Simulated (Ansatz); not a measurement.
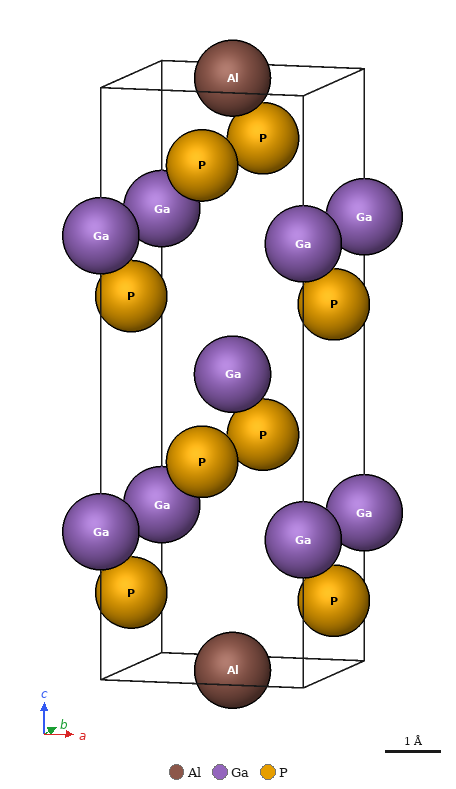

Spheres-only representation of a periodic structure, projected slightly off an axis. Atoms at the boundary of the simulation cell (the box) are drawn once for each face, edge or corner they touch.

```
CELL_PARAMETERS angstrom
3.89556 0.00000 0.00000
0.00000 3.89556 0.00000
0.00000 0.00000 11.00713
ATOMIC_POSITIONS crystal
Al 0.50000 0.50000 0.00000
Ga 0.00000 0.00000 0.74997
Ga 0.50000 0.50000 0.50000
Ga 0.00000 0.00000 0.25003
P 0.50000 0.00000 0.37505
P 0.00000 0.50000 0.12444
P 0.50000 0.00000 0.87556
P 0.00000 0.50000 0.62495
```

The calculation used DFT PBE, scalar-relativistic, plane waves, PAW (Ansatz), with plane-wave cutoff 420 eV, k-mesh 8×8×4, Gaussian smearing of 0.02 eV, no spin polarisation.

What does a Bader analysis give?

Answer. Al +2.09 e; Ga +0.84 e; P -1.47 to -0.84 e. The transfer is large, as in an ionic solid.

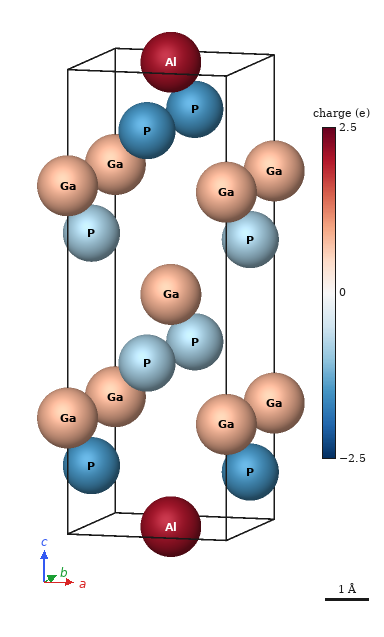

The atoms coloured by those charges.

It goes back to a structure type filled with these elements by a generator (whether the compound takes this form wasn't checked). Earlier steps of the study, as a rule a relaxation of our own, may have changed the cell and positions, so they can lie some per cent off the listed ones. It went into a calculation with Ansatz.
